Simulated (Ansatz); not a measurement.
**LiMg (P4/mmm): relaxing the cell for a phonon run**

Aim: bring LiMg (P4/mmm) to small forces and stress, as phonons need.

Main program and level: Ansatz 0.2.0; DFT PBEsol, scalar-relativistic, plane waves, PAW.

**1. The starting structure**

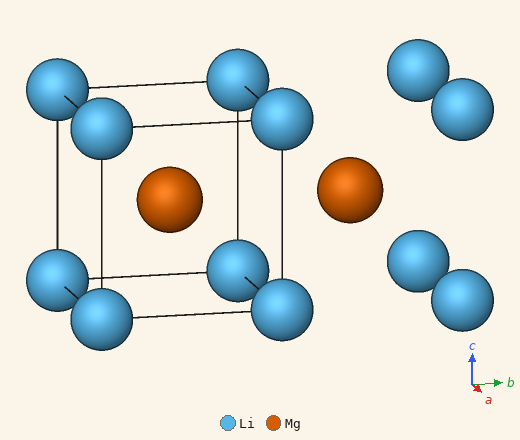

The cell as given, slightly off an axis (lithium blue, magnesium orange). 1×2×1 cells are drawn. Some periodic images of atoms are drawn too.

**2. Probe on a coarse mesh**

A quick single point on a coarse mesh tells whether the cell has a gap and how far it is from rest, which sets the k mesh and smearing that follow.

Contents of input.yaml:

```yaml
crystal:
  lattice:
    - [3.378185, 0.0, 0.0]
    - [0.0, 3.378185, 0.0]
    - [0.0, 0.0, 3.55261]
  atoms:
    - { symbol: Li, position: [0.0, 0.0, 0.0] }
    - { symbol: Mg, position: [0.5, 0.5, 0.5] }
kpoints:
  mp_grid: { grid: [6, 6, 6] }
hamiltonian:
  xc: pbesol
scf:
  occupations: { method: gaussian, width: 0.1 }
output:
  forces: true
  stress: true
  eigenvalues: true
```

On the command line:

```console
> ansatz run input.yaml --threads 4 --pin off --max-ram 7168MiB --backend cpu --events-out ev --progress --plain --runs-dir out
```

Numbers of over 12 decimals in the logs are rounded to 6 here.

The program printed:

```text
Engine: ansatz 0.2.0, aarch64-unknown-linux-gnu
Pseudopotentials: kind: paw
Pseudopotential: Li, paw, valence charge 3, recommended cutoff 420 eV (normal), Li.paw.azcp
Pseudopotential: Mg, paw, valence charge 10, recommended cutoff 420 eV (normal), Mg.paw.azcp
Functional definition: PBEsol
  exchange = pbesol_x
  correlation = pbesol_c
Crystal: 2 atoms, lattice volume = 40.543 Å³
[...]
--- Band table (eV; the first three rows and the last of 40) ---
  k-point 0: bands = [... 3 lower, -38.8228, -38.8190, -1.8852, 7.9338, 9.1157, 9.1157, 9.2054, 9.8252]
  k-point 1: bands = [... 3 lower, -38.8227, -38.8201, -1.6004, 5.4769, 9.4110, 9.4110, 10.1357, 11.9377]
  k-point 2: bands = [... 3 lower, -38.8225, -38.8224, -0.7776, 3.0083, 10.2818, 10.2818, 11.0272, 14.0474]
  k-point 39: bands = [... 3 lower, -38.8303, -38.8222, 5.9728, 5.9728, 5.9856, 6.1732, 6.1732, 6.4263]
[key lines of the parts left out:]
SCF converged after 6 iterations
Free energy (F): -2115.123271 eV
Fermi energy:    3.676709 eV
P = ⅓ Tr σ = -0.4010 GPa (-4.010 kbar)
```

It took 0.35 s on 4 threads of Arm Neoverse V2, shared host; peak memory 0.27 GiB; 0.94 s of CPU time.

This step gave:

```yaml
pressure: -0.4010 GPa
volume_per_atom: 20.27 Å³
gap_on_the_k_mesh: 0 eV
```

The coarse mesh shows no gap and a pressure of -0.4 GPa.

**3. Bringing the structure to rest**

The cell and atoms are relaxed, since residual forces and stress would shift the frequencies.

input.yaml, the sections that differ from step 2:

```yaml
kpoints:
  mp_grid: { grid: [12, 12, 12] }
output:
  forces: true
  stress: true
  eigenvalues: true
  write_density: true
  write_potential: true
  elf: true
  volumetric_format: npy
relax:
  adjacent_minimum: "off"
  f_tol: 0.005
  max_steps: 80
  cell: { stress_tol: 0.05 }
# crystal, hamiltonian, scf: as in step 2
```

The program printed:

```text
[...]
Crystal: 2 atoms, lattice volume = 40.543 Å³
Basis set: ecut = 420 eV, 779 PW (Γ), exchange–correlation on 48×48×48 points (8 copies of the dense FFT grid, shifted against one another)
Bands: 11, of which v1, the nominal top of the filled ones, is band 7 counted from 1 (6 counted from 0)
Symmetry: 16 space group operations
[...]
k-points: 196 of 1728
[...]
SCF iter   1: F=—  HF=-2115.169573 eV  |F-HF|=—  |Δ(HF+E_count)|=         —  Δρ=1.68e-3  dr2=5.62e-4  ethr=1.77e-3  ⟨swp⟩=5.1  Hψ=12745  notcnv=0
[...]
SCF iter   6: F=-2115.168194 eV  HF=-2115.168194 eV  |F-HF|=3.64e-10  |Δ(HF+E_count)|=   7.21e-8  Δρ=1.13e-6  dr2=1.95e-10  ethr=4.17e-10  ⟨swp⟩=6.3  Hψ=11202  notcnv=0
SCF 1 converged in 6 iterations: F = -2115.168194 eV  dr2 = 1.95e-10
[...]
relax step   1: F+E_penalty+E_count = -2115.16819427 eV  Δ(F+E_penalty+E_count) = +0.000e0 eV  max|allowed force component| = 1.586e-29 eV/Å  Δτ_max = 0.0000 Å  P = -0.455 GPa  Ω = 40.543 Å³  (6 SCF iters, dr2 threshold 1.00e-7 eV, accepted)
Crystal: 2 atoms, lattice volume = 39.874 Å³
Basis set: ecut = 420 eV, 755 PW (Γ), exchange–correlation on 48×48×48 points (8 copies of the dense FFT grid, shifted against one another)
[...]
iter 1 solved again at ethr=2.85e-7 eV; its pass at ethr=3.10e-3 eV (dr2=3.71e-5 eV) is discarded
[...]
SCF iter   3: F=-2115.169674 eV  HF=-2115.169674 eV  |F-HF|=2.25e-8  |Δ(HF+E_count)|=   3.86e-6  Δρ=8.93e-6  dr2=2.40e-8  ethr=1.54e-9  ⟨swp⟩=6.5  Hψ=12794  notcnv=0
SCF 2 converged in 3 iterations: F = -2115.169674 eV  dr2 = 2.40e-8
relax step   2: F+E_penalty+E_count = -2115.16967407 eV  Δ(F+E_penalty+E_count) = -1.480e-3 eV  max|allowed force component| = 9.466e-30 eV/Å  Δτ_max = 0.0000 Å  P = -0.039 GPa  Ω = 39.874 Å³  energy of the carried Pulay correction = +1.361e-5 eV  (3 SCF iters, dr2 threshold 2.00e-7 eV, accepted)
Crystal: 2 atoms, lattice volume = 39.668 Å³
[...]
SCF iter   3: F=-2115.170233 eV  HF=-2115.170233 eV  |F-HF|=6.70e-10  |Δ(HF+E_count)|=   4.93e-7  Δρ=6.85e-6  dr2=1.93e-8  ethr=1.54e-9  ⟨swp⟩=6.7  Hψ=11697  notcnv=0
SCF 3 converged in 3 iterations: F = -2115.170233 eV  dr2 = 1.93e-8
relax step   3: F+E_penalty+E_count = -2115.17023253 eV  Δ(F+E_penalty+E_count) = -5.585e-4 eV  max|allowed force component| = 3.143e-30 eV/Å  Δτ_max = 0.0000 Å  P = +0.092 GPa  Ω = 39.668 Å³  energy of the carried Pulay correction = +1.753e-5 eV  (3 SCF iters, dr2 threshold 2.00e-7 eV, accepted)
[...]
relax step   4: F+E_penalty+E_count = -2115.17075579 eV  Δ(F+E_penalty+E_count) = -5.233e-4 eV  max|allowed force component| = 2.210e-29 eV/Å  Δτ_max = 0.0000 Å  P = +0.370 GPa  Ω = 39.251 Å³  energy of the carried Pulay correction = +2.454e-5 eV  (4 SCF iters, dr2 threshold 1.08e-7 eV, accepted)
[...]
relax step   5: F+E_penalty+E_count = -2115.17155895 eV  Δ(F+E_penalty+E_count) = -8.032e-4 eV  max|allowed force component| = 1.272e-29 eV/Å  Δτ_max = 0.0000 Å  P = +0.010 GPa  Ω = 39.777 Å³  energy of the carried Pulay correction = +1.374e-5 eV  (3 SCF iters, dr2 threshold 2.00e-7 eV, accepted)
[...]
relax step   6: F+E_penalty+E_count = -2115.17158630 eV  Δ(F+E_penalty+E_count) = -2.735e-5 eV  max|allowed force component| = 1.777e-28 eV/Å  Δτ_max = 0.0000 Å  P = -0.000 GPa  Ω = 39.793 Å³  energy of the carried Pulay correction = +1.356e-5 eV  (3 SCF iters, dr2 threshold 9.22e-9 eV, accepted)
[...]
SCF iter   4: F=-2115.171568 eV  HF=-2115.171568 eV  |F-HF|=9.09e-13  |Δ(HF+E_count)|=  6.50e-11  Δρ=2.53e-7  dr2=1.11e-11  ethr=1.00e-12  ⟨swp⟩=5.4  Hψ=8939  notcnv=0
SCF 7 converged in 4 iterations: F = -2115.171568 eV  dr2 = 1.11e-11
relax step   7: F+E_penalty+E_count = -2115.17156766 eV  Δ(F+E_penalty+E_count) = +1.864e-5 eV  max|allowed force component| = 1.588e-28 eV/Å  Δτ_max = 0.0000 Å  P = +0.000 GPa  Ω = 39.793 Å³  stress off target by 5.16e-3 GPa  SCF on the basis re-selected at this cell (its energy is not comparable with the rows above)  (4 SCF iters)
basis re-selected at this cell: Δ(F+E_penalty+E_count) = +1.864e-5 eV, ΔP = +0.000 GPa vs the last step (what re-selecting the basis moved, of the pressure what is left beyond the Pulay correction that the steps carried, after the strain that the cell walked since its last selection, with what the two solves' SCF thresholds leave and, on support functions, any second-order correction that the steps lacked; it is no m [...]
SCF converged after 4 iterations
Free energy (F): -2115.171568 eV
[...]
Internal energy: -2115.168062 eV  (E = F + TS)
E sigma→0 (E₀):  -2115.169815 eV
Entropy (-TS):   -0.003506 eV (-1.753 meV/atom)
Fermi energy:    3.779989 eV
[...]
--- Stress (GPa, compression-positive) ---
       -0.002270      -0.000000      -0.000000
       -0.000000      -0.002270      -0.000000
       -0.000000      -0.000000       0.005164
  P = ⅓ Tr σ = 0.0002 GPa (0.002 kbar)
--- Band table (eV; the first three rows and the last of 196) ---
  k-point 0: bands = [... 3 lower, -38.6633, -38.6633, -1.8207, 8.8826, 8.8826, 8.8923, 9.6881, 9.6928]
  k-point 1: bands = [... 3 lower, -38.6633, -38.6633, -1.7422, 7.6044, 8.9627, 8.9627, 9.7738, 11.0075]
  k-point 2: bands = [... 3 lower, -38.6632, -38.6632, -1.5080, 6.0810, 9.2026, 9.2026, 10.0297, 12.5205]
  k-point 195: bands = [... 3 lower, -38.6697, -38.6697, 6.0841, 6.0844, 6.0844, 6.3998, 6.4018, 6.4018]
--- Relaxed structure (6 steps of the walk, 6 accepted, 1 SCFs on fresh bases) ---
  F+E_penalty+E_count = -2115.17156766 eV   max|allowed force component| = 1.588e-28 eV/Å   (the final SCF, on the basis selected at the relaxed cell)
  cell:  # Å, volume = 39.7928 Å³
    - [3.414493, 0, 0.0]
    - [0, 3.414493, 0.0]
    - [0.0, 0.0, 3.413120]
  atoms:
    - { symbol: Li, position: [0, 0.0, 0.0] }
    - { symbol: Mg, position: [0.5, 0.5, 0.500000] }
```

The job ended after 6.9 s (4 threads; peak memory 0.39 GiB; 26 s of CPU time).

Step by step:

| step | energy less that of the first step (eV) | largest force component (eV/Å) | pressure (GPa) | volume (Å³) |
| --- | --- | --- | --- | --- |
| 1 | 0.0000 | 0.0000 | -0.46 | 40.54 |
| 2 | -0.0015 | 0.0000 | -0.04 | 39.87 |
| 3 | -0.0020 | 0.0000 | 0.09 | 39.67 |
| 4 | -0.0026 | 0.0000 | 0.37 | 39.25 |
| 5 | -0.0034 | 0.0000 | 0.01 | 39.78 |
| 6 | -0.0034 | 0.0000 | 0.00 | 39.79 |
| 7* | -0.0034 | 0.0000 | 0.00 | 39.79 |

Relaxation steps marked * repeat the geometry before them on a plane-wave basis chosen anew for their cell, so energy and pressure can jump there.

The run keeps the 16 symmetry operations that it works with, so distortions that break them were not tested.

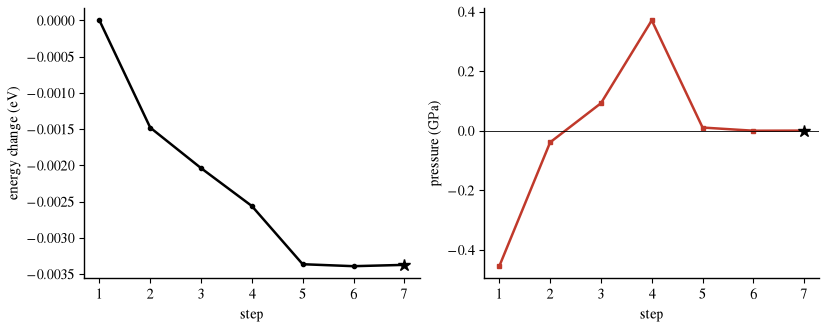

Energy and pressure along the relaxation. Stars mark steps on a basis chosen anew.

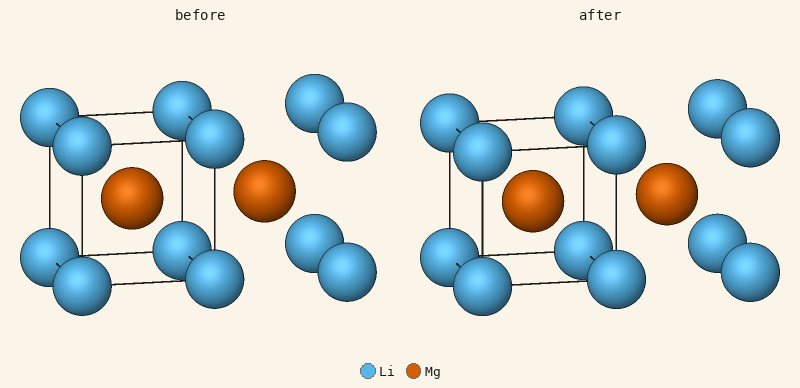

The structure before and after the relaxation, drawn at the same scale.

| conventional cell, symmetrised | before | after | change |
| --- | --- | --- | --- |
| a (Å) | 3.378 | 3.414 | +1.1 % |
| b (Å) | 3.378 | 3.414 | +1.1 % |
| c (Å) | 3.553 | 3.414 | -3.9 % |
| volume (Å³/atom) | 20.27 | 19.90 | -1.9 % |

Final coordinates:

```
Li Mg
1.0
     3.41449    0.00000    0.00000
     0.00000    3.41449    0.00000
     0.00000    0.00000    3.41312
Li Mg
1 1
Cartesian
  0.0000 0.0000 0.0000
  1.7072 1.7072 1.7066
```

This step gave:

```
pressure        : 2.08e-4 GPa
volume per atom : 19.90 Å³
```

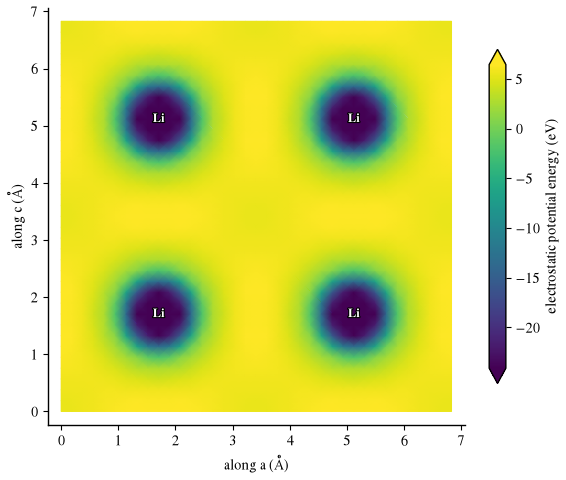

Electrostatic potential energy in the ac plane at fractional y = 0.000, with atoms of Li within 0.2 Å of it. With pseudopotentials it is smooth inside the atoms' cores, unlike the true potential. The map starts off the cell's origin, so that atoms lie inside it.

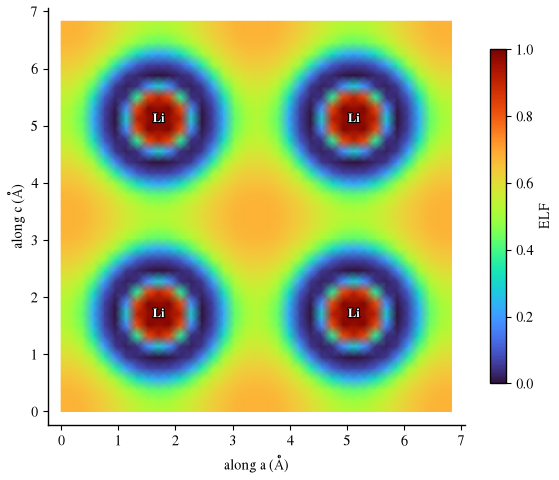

ELF in the ac plane at fractional y = 0.000, with atoms of Li within 0.2 Å of it. It is the smooth field of the valence electrons, not physical close to the nuclei. The map starts off the cell's origin, so that atoms lie inside it.

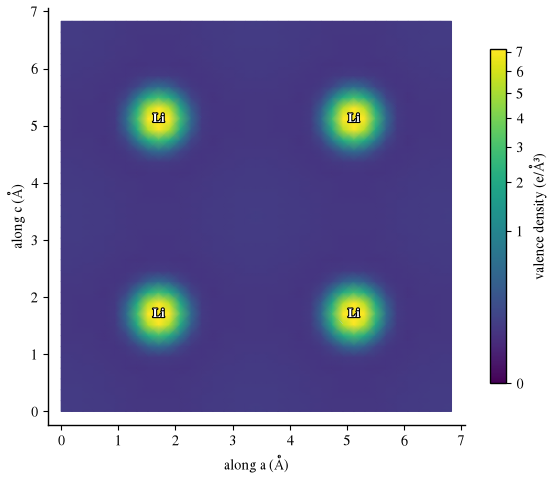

Valence density in the ac plane at fractional y = 0.000, with atoms of Li within 0.2 Å of it. It is the smooth field of the valence electrons, not physical close to the nuclei. The map starts off the cell's origin, so that atoms lie inside it. The colour scale is stretched toward low values.

In this step the volume went from 20.27 to 19.90 Å³/atom.

**4. Tight relaxation**

Phonons need a cell at rest on their own settings, so the relaxation is repeated with tight tolerances on forces and stress, using the mesh and the filling of the phonon run that follows.

Contents of input.yaml:

```yaml
crystal:
  lattice:
    - [3.4144931113, 0.0, 0.0]
    - [0.0, 3.4144931113, 0.0]
    - [0.0, 0.0, 3.4131204655]
  atoms:
    - { symbol: Li, position: [0.0, 0.0, 0.0] }
    - { symbol: Mg, position: [0.5, 0.5, 0.5] }
kpoints:
  mp_grid: { grid: [12, 12, 12] }
hamiltonian:
  xc: pbesol
scf:
  occupations: { method: methfessel_paxton, width: 0.15 }
output:
  forces: true
  stress: true
  eigenvalues: true
relax:
  adjacent_minimum: "off"
  f_tol: 0.001
  max_steps: 60
  cell: { stress_tol: 0.01 }
```

The program printed:

```text
[...]
Crystal: 2 atoms, lattice volume = 39.793 Å³
Basis set: ecut = 420 eV, 751 PW (Γ), exchange–correlation on 48×48×48 points (8 copies of the dense FFT grid, shifted against one another)
Bands: 11, of which v1, the nominal top of the filled ones, is band 7 counted from 1 (6 counted from 0)
Symmetry: 16 space group operations
[...]
k-points: 196 of 1728
[...]
k-point 195: bands = [... 3 lower, -38.6702, -38.6702, 6.0842, 6.0845, 6.0845, 6.3998, 6.4017, 6.4017]
--- Relaxed structure (1 steps of the walk, 1 accepted, 1 SCFs on fresh bases) ---
[...]
cell:  # Å, volume = 39.7928 Å³
    - [3.4144931113, 0.0, 0.0]
    - [0.0, 3.4144931113, 0.0]
    - [0.0, 0.0, 3.4131204655]
  atoms:
    - { symbol: Li, position: [0.0, 0.0, 0.0] }
    - { symbol: Mg, position: [0.5, 0.5, 0.5] }
[key lines of the parts left out:]
SCF converged after 4 iterations
Free energy (F): -2115.169276 eV
Fermi energy:    3.786264 eV
P = ⅓ Tr σ = -0.0053 GPa (-0.053 kbar)
```

Elapsed: 2.2 s, on 4 threads; peak memory 0.38 GiB; 8 s of CPU time.

Little changed from the start: no atom moved by 0.005 Å and no cell edge by 0.1 %.

This step gave:

| Quantity | Value |
| --- | --- |
| pressure | -0.005343 GPa |

The forces vanish by symmetry and the pressure is -0.005 GPa, within the tolerances set. The cell now holds 19.90 Å³/atom. Within 0.01 Å the structure now has space group Pm-3m, not the P4/mmm of the start.

**5. Results**

- space group after relaxation (within 0.01 Å): Pm-3m
- lattice constant a: 3.414 Å
- lattice constant b: 3.414 Å
- lattice constant c: 3.414 Å
- volume per atom: 19.9 Å³

What this shows: The forces vanish by symmetry and the pressure is -0.005 GPa, within the tolerances set. The cell now holds 19.90 Å³/atom. Within 0.01 Å the structure now has space group Pm-3m, not the P4/mmm of the start. The relaxation keeps the symmetry of its start, so it says nothing on stability against lower symmetry. The relaxed cell left the space group of the starting entry, even within 0.1 Å, so it may not be the phase that the entry, or a measurement on it, describes. The runs are without spin polarisation, although the cell has an odd electron count.

[Logs are printed without paths, hosts, clocks, repeated set-up lines and the standing remarks that a program may print on its own settings, such as how far it seeks lower states.]

[Hosts, paths, dates, database ids (printed as entryN), source tags and the programs' standing remarks are cut or masked in the printed files.]
